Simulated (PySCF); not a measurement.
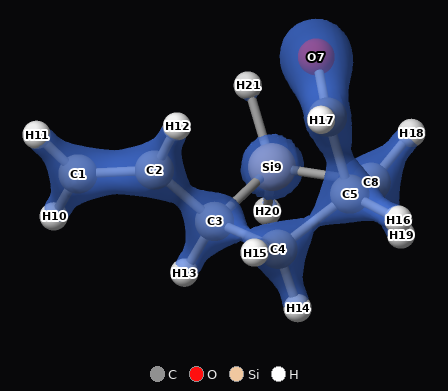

The picture shows: C₇H₁₂OSi. Isosurface of the electron density at 1.5 e/Å³ (blue), seen from one side.

Geometry: GFN2-xTB.

Computed with PBE0/pcSseg-1, SCF density, gas phase, non-relativistic (PySCF).

Input

```
{"job": {"kind": "nmr", "xc": "PBE0", "basis": "pcSseg-1"}, "charge": 0, "multiplicity": 1}
C      2.944332    -0.298927    -0.767700
C      1.661345    -0.477126    -0.506089
C      0.857790     0.384173     0.402553
C     -0.096861    -0.427982     1.291515
C     -1.491213    -0.499015     0.641003
C     -1.409792    -1.404762    -0.550198
O     -1.439756    -1.043717    -1.694173
C     -1.879601     0.912473     0.211493
Si    -0.285320     1.598584    -0.569734
H      3.507382     0.500394    -0.313614
H      3.484027    -0.934996    -1.447875
H      1.124308    -1.285430    -0.984600
H      1.550366     0.943614     1.036030
H     -0.204994     0.073968     2.254739
H      0.296294    -1.430312     1.479926
H     -2.202356    -0.936603     1.351637
H     -1.299268    -2.478516    -0.292712
H     -2.728105     0.883908    -0.467883
H     -2.178335     1.491293     1.084928
H     -0.036042     2.981696    -0.144056
H     -0.183118     1.464222    -2.015659
```

Command:

```sh
OMP_NUM_THREADS=1 python probes_run.py task.json out
```

> Which contacts does the surface bridge?

At this value the surface falls into four separate pieces. It bridges the sampled C–O (1.20 Å), C–C (1.32 Å) and C–H (1.08 Å) contacts, where the density stays above the isovalue. It is pinched off along the sampled C–Si (1.90 Å) contacts. On the grid the lowest density along these lines, outside the cores, is 2.9 e/Å³ (C–O, 1.20 Å), 2.3 e/Å³ (C–C, 1.32 Å), 0.77 e/Å³ (C–Si, 1.90 Å) and 1.9 e/Å³ (C–H, 1.08 Å).
